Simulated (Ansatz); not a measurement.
# H2LiTe: the cost of one run

Computed with Ansatz 0.2.0, Gaussian basis. Level: RKS PBE-D4/def2-SVP.

Levels: PBE-D4, revPBE-D4, BLYP-D4, r2SCAN-D4, B97M-V, PBE0-D4, B3LYP-D4, HSE06-D4, wB97X-V, wB97M-V, B2PLYP, Hartree-Fock, MP2, CCSD, CCSD(T). The reference is CCSD(T) extrapolated to the basis limit. For elements past Ar these valence bases correlate outer-core shells poorly, so that limit is rough.

Correlated methods freeze the cores. Filled d shells of the heavier atoms are correlated. Core potentials replace the inner electrons past krypton, and spin-orbit coupling is left out. The outer core shell of Li, Na, Mg and K is correlated. B3LYP uses VWN-RPA correlation. B2PLYP carries no dispersion term here.

163 further runs of the same task are left out: 163 set aside as unsound or not needed.

### 1 Where the work starts

The pair, from a GFN2-xTB docking trial: 4 atoms, charge 1, spin multiplicity 1.

Atoms are counted from 1 here; the program's logs count them from 0.

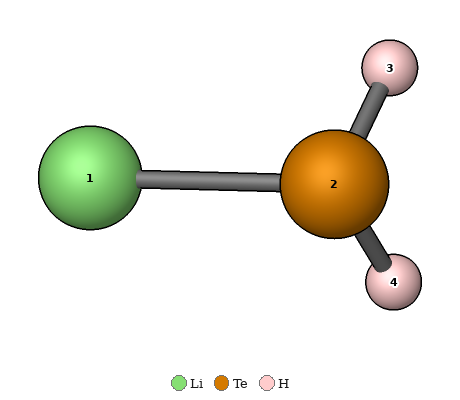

Start geometry, drawn with lithium green, tellurium orange, hydrogen pink; atoms are numbered from 1 in the order of the file.

Coordinates:

```
atom    x (Å)    y (Å)    z (Å)
 Li1  -0.5471   0.6445  -2.0706
 Te2   0.4123   0.4995   0.4797
  H3   1.0332  -1.0036   0.3921
  H4  -0.8984  -0.1404   1.1988
```

Atoms 1 to 1 are fragment A (Li+), the rest fragment B (TeH2).

### 2 A first relaxation in a small basis

File pre/in.yaml:

```yaml
crystal:
  periodic: [false, false, false]
  atoms:
    - {symbol: Li, position_ang: [-0.547100, 0.644500, -2.070600]}
    - {symbol: Te, position_ang: [0.412300, 0.499500, 0.479700]}
    - {symbol: H, position_ang: [1.033200, -1.003600, 0.392100]}
    - {symbol: H, position_ang: [-0.898400, -0.140400, 1.198800]}
basis:
  gaussian: {orbitals: def2-SVP}
total_charge: 1
hamiltonian: {xc: pbe, dispersion: d4}
relax: {f_tol: 0.03, max_steps: 250}
```

Started as:

```bash
$ ansatz run in.yaml --threads 2 --pin off --events-out ev --progress --plain --max-ram 5222MiB
```

**Question.** How long does this run take on 2 threads of Intel Xeon Platinum 8488C, shared host?

About 2.4 s.
